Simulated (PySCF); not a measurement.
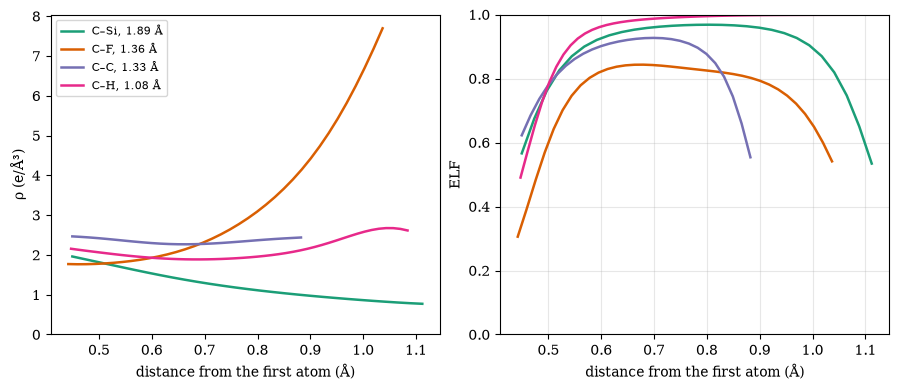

Figure 1: C4H10F2Si2 (SMILES C[SiH2]/C=C(/[SiH3])C(F)F). Total electron density and ELF along straight lines between neighbouring atoms. The curves leave out the atomic cores.

Geometry: GFN2-xTB.

The calculation used PBE0/pcSseg-1, SCF density, gas phase, non-relativistic in PySCF.

```xyz
18

C     3.2060    0.2793    0.1165
Si    1.6235   -0.7633    0.1065
C     0.1765    0.4369   -0.1107
C    -1.1223    0.1429   -0.1120
Si   -2.5407    1.3918   -0.2750
C    -1.5624   -1.2703    0.0954
F    -1.7578   -1.5232    1.4206
F    -2.7630   -1.5075   -0.4966
H     3.2139    0.9829    0.9443
H     4.0855   -0.3493    0.2138
H     3.3113    0.8501   -0.8019
H     1.6512   -1.7042   -1.0250
H     1.4899   -1.5076    1.3633
H     0.4310    1.4840   -0.2269
H    -1.9256    2.7205   -0.2759
H    -3.4399    1.2318    0.8655
H    -3.2337    1.1345   -1.5365
H    -0.8521   -2.0231   -0.2772
```

Question: Compare the contacts.

Answer: C–Si (1.89 Å): ρ is about 0.92 e/Å³ halfway; the ELF peaks at about 0.95 between the atoms; a shared electron pair.
C–F (1.36 Å): ρ at the midpoint is about 2.2 e/Å³, with its minimum of 1.8 e/Å³ about 0.5 Å from C; the ELF peaks at about 0.85 between the atoms; a shared but strongly polarised pair.
C–C (1.33 Å): ρ is about 2.3 e/Å³ halfway; the ELF peaks at about 0.95 between the atoms; a multiple bond.
C–H (1.08 Å): the density is about 2 e/Å³ at the midpoint; the ELF climbs to about 1 towards the hydrogen, as it does in any bond to H; an ordinary covalent bond to hydrogen.
